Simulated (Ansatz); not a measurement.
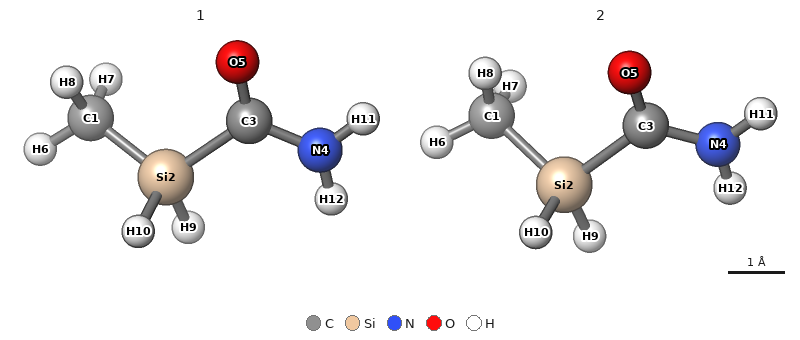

Two geometries of C₂H₇NOSi (coarse preliminary run), drawn at one scale. One is the start of a relaxation, the other its converged end. Style: ball-and-stick. Shown at a tilt.

Theory: RKS PBE-D4/def2-SVP (Ansatz). Set-up: force threshold 0.03 eV/Å; at most 200 steps.

### Which of the two is the end point?

Structure 2 is the relaxed one. The start comes from a force field. The energy falls by 0.263 eV in 10 accepted moves (11 points after the start). Largest force component: 2.9 eV/Å at the start, 0.023 eV/Å at the end. The line search rejected the trial step at point 7 of the run. The largest move after the best rigid fit is that of H8, 0.38 Å. By element the largest moves are H 0.38 Å, O 0.34 Å, N 0.16 Å, C 0.15 Å, Si 0.14 Å. Among the contacts that change: C1–Si2 1.786 → 1.881 Å, Si2–C3 1.899 → 1.942 Å, N4–H11 0.990 → 1.025 Å, C1–H6 1.137 → 1.108 Å. Among the angles between lasting bonds that change: Si2–C1–H8 114.2° → 107.5°, C1–Si2–C3 111.6° → 105.9°, C3–Si2–H10 112.3° → 106.6°. The run took roughly 60 core-seconds on a shared host.
